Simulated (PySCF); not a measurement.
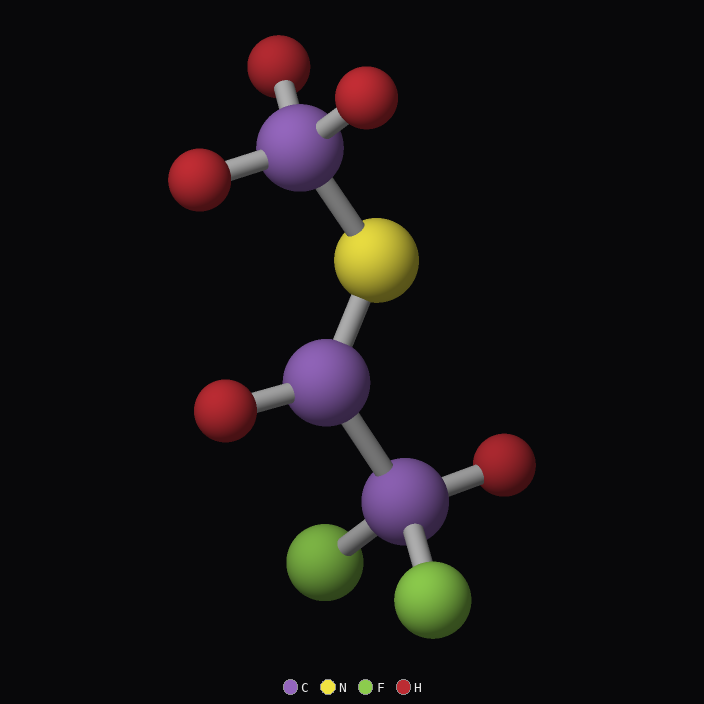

Ball-and-stick drawing of a structure.

The computed structure is the end point of a PBE0-D3(BJ)/def2-SVP optimisation. No frequency run is at hand to confirm it as a minimum.

Question: What is the molecular formula?

Answer: C3H5F2N, 11 atoms: 3 carbon, 5 hydrogen, 2 fluorine and 1 nitrogen.

Question: Give the symmetry (Schoenflies symbol).

Answer: Cs.

The parts below concern this one geometry. Atoms keep their numbers from picture to picture.

**Geometry**

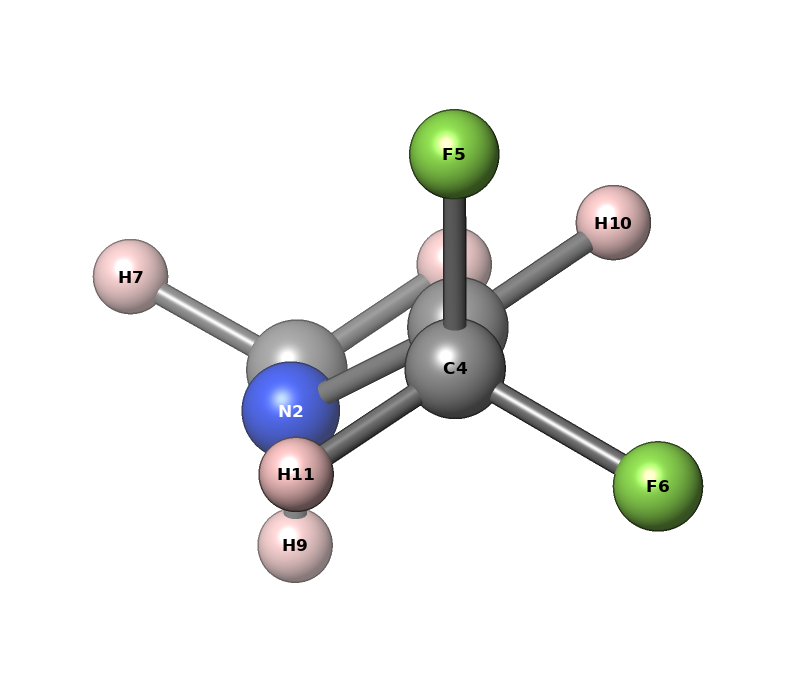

C3 lies behind C4. The molecule seen nearly along the C4–C3 bond, C4 in front. Depth is shown by fading: the farther an atom, the more it takes the colour of the background. No frequency run is at hand to confirm it as a minimum.

Question: What is the torsion angle F5–C4–C3–N2? The sign is positive where the front bond must turn clockwise to cover the back bond.

Answer: −121°, anticlinal.

**Bond orders**

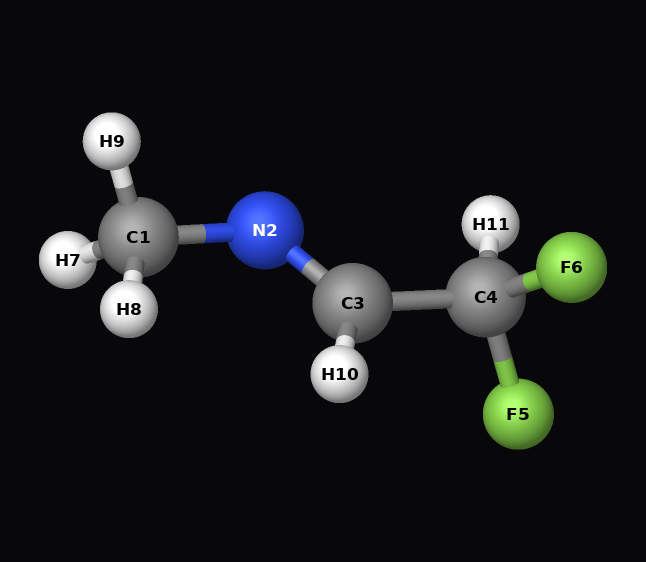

Every bond is drawn as one stick. No frequency run is at hand to confirm it as a minimum. Method: PBE0/pcSseg-1 in cyclohexane (IEF-PCM) (PySCF 2.14.0).

Question: Which bond has the highest Mayer bond order?

Answer: N2–C3, 1.92, at a length of 1.260 Å.

List the Mayer bond orders of C1–N2, C1–H8, C1–H7, N2–C3, C3–C4, C3–H10, C4–F5, C4–H11 (one bond of each equivalent set).

| bond | Mayer order | length (Å) |
| --- | --- | --- |
| C1–N2 | 0.98 | 1.434 |
| C1–H8 | 0.95 | 1.107 |
| C1–H7 | 0.95 | 1.102 |
| N2–C3 | 1.92 | 1.260 |
| C3–C4 | 0.98 | 1.499 |
| C3–H10 | 0.91 | 1.110 |
| C4–F5 | 0.95 | 1.352 |
| C4–H11 | 0.95 | 1.102 |

**Spin–spin coupling**

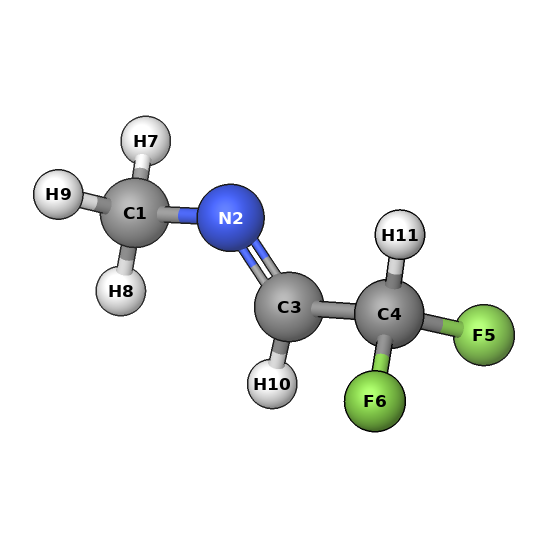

No frequency run is at hand to confirm it as a minimum. Level of theory: B3LYP/pcJ-1 indirect spin-spin coupling, non-relativistic, gas phase (PySCF 2.14.0). Isotopes: 13C, 19F, 1H, 15N.

Give the spin–spin coupling constants of these pairs, with the number of bonds between them: C4/F6, C3/F6, N2/F6, N2/H11.

| pair | bonds apart | J (Hz) |
| --- | --- | --- |
| C4, F6 | 1 | −297.1 |
| C3, F6 | 2 | 35.1 |
| N2, F6 | 3 | −6.2 |
| N2, H11 | 3 | −1.1 |

Density functionals are unreliable for couplings to fluorine, so those rows may be far off.

**Quadrupole coupling**

No frequency run is at hand to confirm it as a minimum. Electric field gradients from the ground-state density, B3LYP/pcJ-1 (PySCF 2.14.0), non-relativistic apart from any core potentials.

Give the largest field-gradient component, the quadrupole coupling constant and the asymmetry for 14N at N2 (Q = 20.44 mb).

```tsv
atom	V_zz (a.u.)	e²qQ/h (MHz)	η
N2	−1.159	−5.56	0.48
```

**NMR shielding**

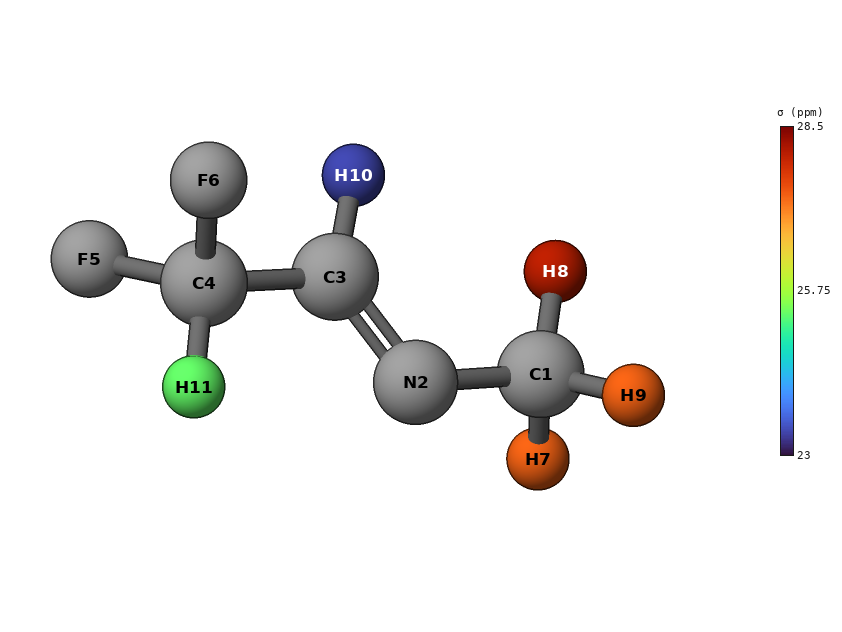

Atoms are coloured by their isotropic NMR shieldings (H only, the others grey). No frequency run is at hand to confirm it as a minimum. Level of theory: GIAO PBE0/pcSseg-1 NMR shielding, non-relativistic, IEF-PCM dichloromethane (PySCF 2.14.0).

Question: Which H atom is the most shielded (lowest chemical shift)?

Answer: H8 (28.02 ppm).

Question: Which H atom is the least shielded (highest chemical shift)?

Answer: H10 (23.43 ppm).

Question: How wide is the range of H shifts?

Answer: 4.59 ppm.

List the isotropic NMR shieldings of the H atoms.

```tsv
atom	σ (ppm)
H7	27.34
H8	28.02
H9	27.34
H10	23.43
H11	25.37
```
